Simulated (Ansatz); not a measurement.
```xyz
6

C    -1.7742   -1.8646    0.5279
O     0.8548   -3.0244    1.1687
Sb   -0.2997   -2.7426   -0.4264
H    -1.7554   -1.6889    1.5968
H    -2.6549   -1.5317   -0.0074
H     1.6790   -3.4640    0.9337
```

Geometry: B3LYP-D4/def2-TZVP; core potentials replace the inner electrons of Sb.

The calculation used Ansatz 0.2.0, isolated molecule in a Gaussian basis; Kohn-Sham density functional theory, functional PBE0.

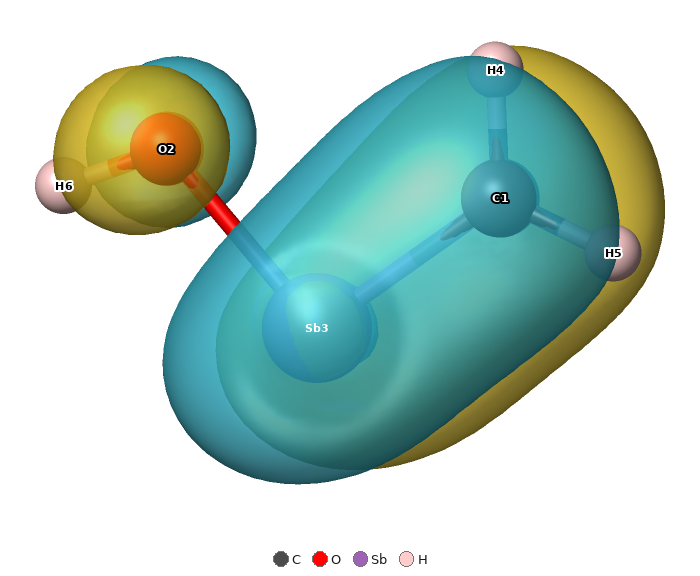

CH3OSb. The HOMO at ±0.08 Å⁻³ᐟ² (yellow and cyan are the two phases), seen at a tilt.

Q: Describe this orbital and give its energy.

A: Its weight (Hirshfeld) is mainly on C1 (about 45 %), Sb3 (about 40 %) and O2 (about 10 %); it changes sign across the molecular plane (π type); π-bonding across C1–Sb3. Its energy is −6.50 eV.
